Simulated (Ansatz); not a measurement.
# CH6OSn: the cost of one run

All numbers are computed with the Python package of Ansatz 0.2.0. Level of theory: CAM-B3LYP/def2-SVP.

## (1) The structure

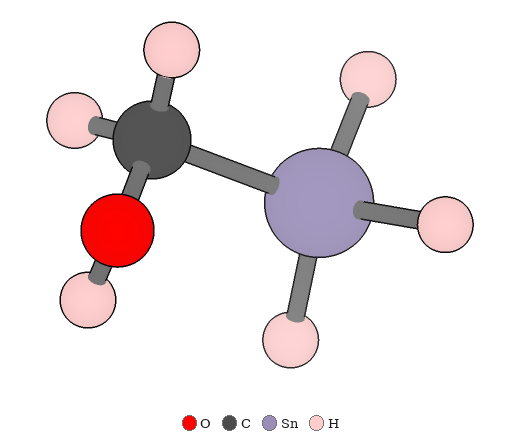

The structure that the script starts from, seen from a chosen angle (oxygen red, carbon dark grey, tin purple, hydrogen pink).

The script holds or builds the structure itself.

## (2) Script

scan.py reads:

```python
# -*- coding: utf-8 -*-
import logging
import sys

import ansatz as az
from ase import Atoms
import matplotlib.pyplot as plt
import numpy as np

logging.basicConfig(stream=sys.stdout, format="%(levelname)s:%(name)s:%(message)s")
log = logging.getLogger("calc")
log.setLevel(logging.INFO)

atoms = Atoms(["O", "C", "Sn", "H", "H", "H", "H", "H", "H"], positions=[
    (-1.3406, 1.0495, -0.4896),
    (-0.014, 0.859, -0.5317),
    (0.4419, -0.8481, 0.6597),
    (-1.7327, 0.3388, -0.9766),
    (0.5182, 1.7399, -0.1364),
    (0.3335, 0.7128, -1.5768),
    (-0.3218, -2.2545, 0.0397),
    (2.2435, -1.0964, 0.6316),
    (-0.0396, -0.5472, 2.3632),
])
mol = az.Crystal.molecule_from_ase(atoms)

symbols = [site.symbol for site in mol.cartesian_sites]
start = np.array([site.position_ang for site in mol.cartesian_sites])
axis = (start[5] - start[1]) / np.linalg.norm(start[5] - start[1])
moving = [5]
lengths, energies = [0.978, 1.022, 1.067, 1.111, 1.155, 1.2, 1.244, 1.311], []
for length in lengths:
    xyz = start.copy()
    xyz[moving] += (length - np.linalg.norm(start[5] - start[1])) * axis
    point = az.Crystal.molecule()
    for symbol, place in zip(symbols, xyz):
        point = point.atom(symbol, place.tolist())
    calc = point.calculation().basis(gaussian="def2-SVP").functional("cam_b3lyp")
    report = calc.run(threads=1).report
    energies.append(report["free_energy_ev"])
    log.info(f"r = {length:6.3f} A  E = {energies[-1]:.5f} eV  <S^2> = {abs(report['mean_field']['state']['spin_squared']):.3f}")

fit = np.polynomial.Polynomial.fit(lengths, np.array(energies) - min(energies), 4).convert()
roots = [r.real for r in fit.deriv().roots() if abs(r.imag) < 1e-9 and fit.deriv(2)(r.real) > 0]
r_e = min(roots, key=lambda r: abs(r - lengths[int(np.argmin(energies))]))
log.info(f"minimum of the fit at {r_e:.4f} A, force constant {fit.deriv(2)(r_e):.2f} eV/A^2")
plt.figure(figsize=(4.5, 3))
plt.plot(lengths, np.array(energies) - min(energies), "o-")
plt.xlabel("bond length (A)")
plt.ylabel("E - E(min) (eV)")
plt.tight_layout()
plt.savefig("scan.png", dpi=100)
```

## (3) What the engine is handed

The package turns the script's settings into the engine's input (first run):

```yaml
crystal:
  periodic: [false, false, false]
  atoms:
    - { symbol: O, position_ang: [-1.3406, 1.0495, -0.4896] }
    - { symbol: C, position_ang: [-0.014, 0.859, -0.5317] }
    - { symbol: Sn, position_ang: [0.4419, -0.8481, 0.6597] }
    - { symbol: H, position_ang: [-1.7327, 0.3388, -0.9766] }
    - { symbol: H, position_ang: [0.5182, 1.7399, -0.1364] }
    - { symbol: H, position_ang: [0.2918946750970829, 0.7303041683476446, -1.4516727336516873] }
    - { symbol: H, position_ang: [-0.3218, -2.2545, 0.0397] }
    - { symbol: H, position_ang: [2.2435, -1.0964, 0.6316] }
    - { symbol: H, position_ang: [-0.0396, -0.5472, 2.3632] }
basis:
  gaussian:
    orbitals: def2-SVP
hamiltonian:
  xc: cam_b3lyp
```

## (4) Launch

The run is started by

```console
python scan.py
```

**Question.** How long does this script take on 1 thread of Arm Neoverse V1, shared host, and how much memory does it need?

About 20 s, with a peak of 0.28 GiB.
